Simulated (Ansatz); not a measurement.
# Run report: AlH$_{2}$O$_{2}$F$_{3}$, geometry relaxation (part 2 of 2)

The same run, continued: AlH$_{2}$O$_{2}$F$_{3}$; RKS r2SCAN/def2-SVP (Ansatz 0.2.0). The input holds or restrains some coordinates. It belongs to a series of runs on one base structure; here: pulled along the bonds that form and break, towards end B.

Geometry of the input (Å):
```
Al -0.8386  0.1342  -0.2593
F  -0.4194  -1.5203  0.9808
F  -1.1249  -0.3796  -1.7775
F  -1.8284  1.2265  0.4516
H  0.5955  -1.2430  0.3951
O  1.2751  -0.4261  -0.3078
O  0.7883  0.8078  0.2663
H  1.5525  1.4004  0.2508
```

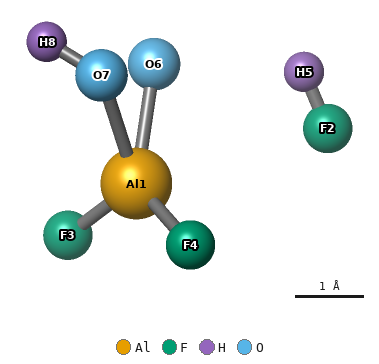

*The geometry at step 14 of the log (ball-and-stick view, seen at a tilt; atoms are numbered from 1 in the order of the input).*

Trajectory as extended XYZ, continued:
```
8
Properties=species:S:1:pos:R:3:forces:R:3 step=4 energy=-18858.02024
Al   -0.6739    0.4562   -0.5368    0.0138  -1.2234   0.1724
F    -0.3045   -1.8912    1.2353   -3.0045  -0.5716   1.6854
F    -1.1651   -0.3869   -1.8516   -0.8579   0.1006  -0.5953
F    -1.8192    1.2123    0.4277    0.4038  -0.2927  -0.6501
H     0.3854   -1.6321    0.7576    3.2573   0.9783  -2.1547
O     1.1636   -0.1394   -0.6443   -1.2192  -1.1124  -0.3571
O     0.8233    0.9106    0.3281    0.8420   1.1856   1.6810
H     1.5905    1.4704    0.2840    0.5647   0.9357   0.2185
8
Properties=species:S:1:pos:R:3:forces:R:3 step=5 energy=-18858.48460
Al   -0.7001    0.4430   -0.5707    0.8265  -1.1702  -0.3934
F    -0.2835   -1.9614    1.3106   -0.6300   0.2648   0.0607
F    -1.2577   -0.3225   -1.9366   -0.3840   0.3420   0.0958
F    -1.8230    1.2555    0.3310    0.0066  -0.0392  -0.1140
H     0.4769   -1.7899    0.8237    0.7358   0.1713  -0.4677
O     1.0654   -0.1198   -0.6409   -0.9409  -0.0842   0.3374
O     0.8757    0.9679    0.3863   -0.1626   0.0212   0.6700
H     1.6465    1.5271    0.2966    0.5486   0.4943  -0.1889
8
Properties=species:S:1:pos:R:3:forces:R:3 step=6 energy=-18858.60351
Al   -0.7361    0.3904   -0.5441    1.0393  -0.4382  -0.3316
F    -0.2269   -2.0095    1.3103   -0.9139   0.1990   0.2047
F    -1.2914   -0.1983   -1.9946   -0.1814   0.0790   0.1709
F    -1.8205    1.3689    0.2390    0.0024  -0.2733   0.0510
H     0.5728   -1.9599    0.8673    0.8411   0.2529  -0.5091
O     1.0143   -0.1864   -0.4980   -0.9511   0.1553   0.3147
O     0.8709    1.0061    0.4282    0.3061   0.1662   0.2226
H     1.6168    1.5886    0.1919   -0.1424  -0.1410  -0.1232
8
Properties=species:S:1:pos:R:3:forces:R:3 step=7 energy=-18858.70601
Al   -0.6994    0.4118   -0.5639    0.5494  -0.5668   0.3880
F    -0.3145   -2.0255    1.2612   -0.7153   0.1161   0.0597
F    -1.2595   -0.1088   -2.0364    0.0328   0.1890   0.0606
F    -1.8617    1.2006    0.3388    0.4058  -0.3308  -0.2008
H     0.5484   -1.9853    0.9472    0.6077   0.2639  -0.2892
O     1.0175   -0.2190   -0.3855   -0.8611   0.4641   0.1823
O     0.9131    1.0902    0.3929    0.3796   0.3075  -0.2627
H     1.6562    1.6360    0.0458   -0.3990  -0.4429   0.0621
8
Properties=species:S:1:pos:R:3:forces:R:3 step=8 energy=-18858.73639 accepted=F
Al   -0.6796    0.3738   -0.5597    0.2135  -0.3925   0.3459
F    -0.4046   -2.1150    1.2029    1.7736   0.7455  -0.3755
F    -1.2320    0.0322   -2.0972    0.2319   0.2121   0.3829
F    -1.8570    1.0459    0.4325    0.6389  -0.4494  -0.3879
H     0.5273   -1.8673    1.1007   -1.7970  -0.3290   0.0481
O     1.0458   -0.2387   -0.3654   -0.9767   0.4817   0.3450
O     0.9411    1.1130    0.3538    0.5383   0.3647  -0.6387
H     1.6590    1.6561   -0.0676   -0.6224  -0.6332   0.2802
8
Properties=species:S:1:pos:R:3:forces:R:3 step=9 energy=-18858.75326
Al   -0.6934    0.3969   -0.5629    0.5143  -0.4706   0.4352
F    -0.3438   -2.0400    1.2688   -0.6621   0.1039   0.0023
F    -1.2326   -0.0300   -2.0736    0.0803   0.1777   0.1033
F    -1.8661    1.1152    0.3853    0.4329  -0.3457  -0.2321
H     0.5301   -1.9733    0.9893    0.5780   0.2688  -0.2426
O     1.0234   -0.2276   -0.3577   -0.8988   0.4586   0.2018
O     0.9186    1.1180    0.3626    0.3350   0.2106  -0.3413
H     1.6639    1.6407   -0.0119   -0.3795  -0.4032   0.0735
8
Properties=species:S:1:pos:R:3:forces:R:3 step=10 energy=-18858.80947
Al   -0.6869    0.3833   -0.5560    0.5463  -0.4415   0.3131
F    -0.3767   -2.0704    1.2624   -0.7012   0.0820  -0.0365
F    -1.2007    0.0445   -2.0997    0.1220   0.1718   0.1953
F    -1.8626    1.0317    0.4311    0.3562  -0.3093  -0.1896
H     0.5068   -1.9541    1.0385    0.6500   0.2886  -0.2167
O     1.0317   -0.2272   -0.3230   -0.9657   0.3309   0.1998
O     0.9183    1.1539    0.3219    0.2088   0.0733  -0.2775
H     1.6701    1.6382   -0.0752   -0.2163  -0.1959   0.0120
8
Properties=species:S:1:pos:R:3:forces:R:3 step=11 energy=-18858.89879
Al   -0.6676    0.3779   -0.5310    0.4775  -0.4688   0.1536
F    -0.4338   -2.1190    1.2437   -0.6190   0.0565  -0.1217
F    -1.1228    0.1636   -2.1197    0.1758   0.1649   0.3685
F    -1.8610    0.9000    0.5022    0.3023  -0.2436  -0.1752
H     0.4629   -1.9708    1.1040    0.5977   0.2902  -0.1092
O     1.0402   -0.2298   -0.2211   -0.9946   0.3517   0.1346
O     0.9147    1.2270    0.2424    0.3661   0.0233  -0.3423
H     1.6676    1.6511   -0.2205   -0.3058  -0.1741   0.0916
8
Properties=species:S:1:pos:R:3:forces:R:3 step=12 energy=-18858.92820 accepted=F
Al   -0.6518    0.3770   -0.5059    0.5360  -0.5261   0.1974
F    -0.4941   -2.2311    1.1236    2.2353   1.0199   0.2038
F    -1.0529    0.2994   -2.1187    0.1451   0.1129   0.3429
F    -1.8532    0.7521    0.5767    0.2976  -0.1414  -0.1824
H     0.4156   -1.8986    1.2789   -2.2165  -0.6598  -0.4653
O     1.0424   -0.2348   -0.1288   -0.9815   0.6456   0.1081
O     0.9317    1.2843    0.1538    0.1132  -0.3033  -0.1861
H     1.6623    1.6516   -0.3796   -0.1293  -0.1478  -0.0184
8
Properties=species:S:1:pos:R:3:forces:R:3 step=13 energy=-18858.95225
Al   -0.6576    0.3754   -0.5164    0.5392  -0.4720   0.1792
F    -0.4618   -2.1483    1.2262   -0.6518   0.0240  -0.1648
F    -1.0701    0.2455   -2.1235    0.1499   0.1213   0.3367
F    -1.8592    0.8197    0.5377    0.2382  -0.1835  -0.1427
H     0.4367   -1.9729    1.1519    0.6469   0.3063  -0.0561
O     1.0417   -0.2301   -0.1600   -0.9793   0.3934   0.0584
O     0.9190    1.2581    0.1985    0.2230  -0.0664  -0.2442
H     1.6514    1.6526   -0.3144   -0.1661  -0.1231   0.0334
8
Properties=species:S:1:pos:R:3:forces:R:3 step=14 energy=-18858.99674
Al   -0.6504    0.3770   -0.5021    0.6205  -0.5133   0.2175
F    -0.4773   -2.1782    1.1973   -0.7009  -0.0247  -0.2178
F    -1.0171    0.3303   -2.1214    0.1062   0.0772   0.2603
F    -1.8599    0.7471    0.5647    0.1504  -0.1206  -0.0910
H     0.4146   -1.9643    1.2096    0.7036   0.3388   0.0030
O     1.0394   -0.2279   -0.1027   -0.9825   0.3487  -0.0209
O     0.9226    1.2782    0.1632    0.2185  -0.0258  -0.2031
H     1.6281    1.6377   -0.4086   -0.1157  -0.0803   0.0521
8
Properties=species:S:1:pos:R:3:forces:R:3 step=15 energy=-18859.03601
Al   -0.6740    0.3603   -0.4802    1.3401  -0.2807   0.3249
F    -0.4846   -2.2562    1.1208   -0.5424  -0.0426  -0.3421
F    -0.9373    0.4570   -2.1130   -0.0616  -0.0529   0.1760
F    -1.8677    0.6134    0.6247   -0.0709  -0.0071  -0.0366
H     0.3542   -1.9350    1.3140    0.5698   0.3587   0.1290
O     1.0058   -0.1902    0.0238   -0.9555   0.4339  -0.2756
O     0.9466    1.3413    0.0588   -0.2791  -0.2550   0.1622
H     1.6571    1.6092   -0.5490   -0.0004  -0.1543  -0.1377
8
Properties=species:S:1:pos:R:3:forces:R:3 step=16 energy=-18858.98111 accepted=F
Al   -0.6596    0.4918   -0.4390    1.0146  -1.4228   0.3305
F    -0.4005   -2.2420    0.9400   -0.5585  -0.2313  -0.4188
F    -0.9635    0.3933   -2.0571   -0.0066   0.3213  -0.1211
F    -1.9197    0.5244    0.6206    0.0548   0.3472   0.1004
H     0.2832   -1.8544    1.4120    0.5286   0.4222   0.2421
O     0.9774   -0.1793    0.0524   -0.9387   0.1906  -0.0152
O     0.9979    1.3441    0.0712    0.0637   0.2599  -0.2115
H     1.6849    1.5222   -0.6000   -0.1579   0.1130   0.0936
8
Properties=species:S:1:pos:R:3:forces:R:3 step=17 energy=-18859.06573
Al   -0.6523    0.3887   -0.4619    1.0059  -0.5330   0.4461
F    -0.4454   -2.2862    1.0339   -0.7293  -0.1735  -0.4752
F    -0.9350    0.4442   -2.0883   -0.0036   0.0000   0.0043
F    -1.8712    0.6310    0.6191   -0.0190   0.0120   0.0055
H     0.3218   -1.9111    1.3613    0.7412   0.4772   0.2760
O     1.0092   -0.1823    0.0668   -0.9680   0.2378  -0.2358
O     0.9498    1.3441    0.0675   -0.0240  -0.0070   0.0022
H     1.6232    1.5714   -0.5983   -0.0032  -0.0135  -0.0232
8
Properties=species:S:1:pos:R:3:forces:R:3 step=18 energy=-18859.06530
Al   -0.6419    0.3934   -0.4518    0.8874  -0.5759   0.4538
F    -0.4244   -2.3054    0.9975   -0.8879  -0.2993  -0.6220
F    -0.9217    0.4508   -2.0792    0.0176  -0.0059   0.0181
F    -1.8680    0.6343    0.6231    0.0017  -0.0011  -0.0007
H     0.2931   -1.8983    1.3832    0.8996   0.6010   0.4319
O     1.0139   -0.1795    0.0936   -0.9809   0.2168  -0.2622
O     0.9524    1.3466    0.0661    0.0049   0.0515  -0.0101
H     1.5967    1.5580   -0.6325    0.0575   0.0129  -0.0088
8
Properties=species:S:1:pos:R:3:forces:R:3 step=19 energy=-18859.05981 accepted=F
Al   -0.6539    0.3931   -0.4339    1.2847  -0.5712   0.2654
F    -0.3586   -2.3622    0.8998    0.5111   0.8438   0.4521
F    -0.9313    0.4285   -2.0617   -0.0482   0.0232   0.0193
F    -1.8650    0.6107    0.6571   -0.0710   0.0301   0.0864
H     0.1910   -1.8106    1.4404   -0.4897  -0.5248  -0.6299
O     1.0096   -0.1709    0.1012   -1.0171   0.3070  -0.2082
O     0.9727    1.3585    0.0394   -0.2753  -0.0871   0.1671
H     1.6357    1.5527   -0.6423    0.1056  -0.0210  -0.1521
8
Properties=species:S:1:pos:R:3:forces:R:3 step=20 energy=-18859.06686 accepted=F
Al   -0.6489    0.3736   -0.4484    1.0042  -0.3662   0.4558
F    -0.4193   -2.3329    0.9849   -0.7042  -0.1888  -0.5558
F    -0.9226    0.4362   -2.0776   -0.0096  -0.0579   0.0544
F    -1.8610    0.6576    0.6344    0.0218  -0.0659  -0.0464
H     0.2774   -1.8915    1.3790    0.7299   0.5231   0.3672
O     1.0151   -0.1693    0.1046   -1.0082   0.2696  -0.2900
O     0.9484    1.3585    0.0520   -0.0817  -0.0814   0.0726
H     1.6110    1.5678   -0.6290    0.0477  -0.0325  -0.0578
8
Properties=species:S:1:pos:R:3:forces:R:3 step=21 energy=-18859.06876
Al   -0.6463    0.3913   -0.4504    0.9576  -0.5445   0.4415
F    -0.4171   -2.3130    0.9870   -0.7885  -0.2563  -0.5890
F    -0.9249    0.4457   -2.0779    0.0037  -0.0088   0.0143
F    -1.8691    0.6362    0.6270   -0.0021  -0.0034   0.0016
H     0.2852   -1.8909    1.3883    0.8010   0.5625   0.3991
O     1.0110   -0.1772    0.0946   -0.9865   0.2383  -0.2550
O     0.9535    1.3497    0.0608   -0.0219   0.0113   0.0066
H     1.6077    1.5582   -0.6295    0.0368   0.0009  -0.0192
8
Properties=species:S:1:pos:R:3:forces:R:3 step=22 energy=-18859.07764 accepted=F
Al   -0.6473    0.3959   -0.4405    0.9995  -0.5697   0.4001
F    -0.3784   -2.3398    0.9308   -0.2865   0.0427  -0.3150
F    -0.9267    0.4336   -2.0683   -0.0053   0.0005   0.0180
F    -1.8678    0.6403    0.6395   -0.0035  -0.0022   0.0122
H     0.2412   -1.8599    1.4182    0.2955   0.2645   0.1350
O     1.0070   -0.1718    0.1134   -1.0011   0.2500  -0.2421
O     0.9579    1.3560    0.0508   -0.0027   0.0122  -0.0132
H     1.6144    1.5456   -0.6438    0.0041   0.0019   0.0048
8
Properties=species:S:1:pos:R:3:forces:R:3 step=23 energy=-18859.07325
Al   -0.6477    0.3941   -0.4451    0.9864  -0.5563   0.4275
F    -0.4000   -2.3261    0.9586   -0.6248  -0.1822  -0.5346
F    -0.9269    0.4355   -2.0727   -0.0028  -0.0030   0.0121
F    -1.8690    0.6387    0.6341   -0.0019   0.0011   0.0040
H     0.2648   -1.8781    1.4003    0.6364   0.4904   0.3504
O     1.0080   -0.1721    0.1067   -0.9917   0.2528  -0.2524
O     0.9555    1.3556    0.0535   -0.0062   0.0002  -0.0050
H     1.6154    1.5524   -0.6355    0.0047  -0.0029  -0.0019
8
Properties=species:S:1:pos:R:3:forces:R:3 step=24 energy=-18859.07180
Al   -0.6511    0.4028   -0.4375    0.9941  -0.5745   0.4711
F    -0.3817   -2.3352    0.9271   -0.7158  -0.2419  -0.6258
F    -0.9285    0.4077   -2.0653   -0.0015   0.0034  -0.0095
F    -1.8743    0.6717    0.6342   -0.0041   0.0005   0.0012
H     0.2631   -1.8959    1.4015    0.7160   0.5475   0.4539
O     0.9964   -0.1619    0.1384   -0.9770   0.2973  -0.2985
O     0.9551    1.3659    0.0452   -0.0026  -0.0019  -0.0041
H     1.6211    1.5448   -0.6436   -0.0091  -0.0303   0.0117
```

Key numbers:

| quantity | value |
| --- | --- |
| outcome | converged under the restraints of the input |
| total energy | −18859.0718 eV |
| mean-field energy | −18859.0718 eV |
| largest force (length of the vector) at the end, held atoms and coordinates included | 1.241 eV/Å |
| hardware | 2 threads of Arm Neoverse V1, 24 GiB of memory available, shared host |
| wall time | 82 s (CPU time 2.7 min) |
| peak memory | 0.16 GiB |
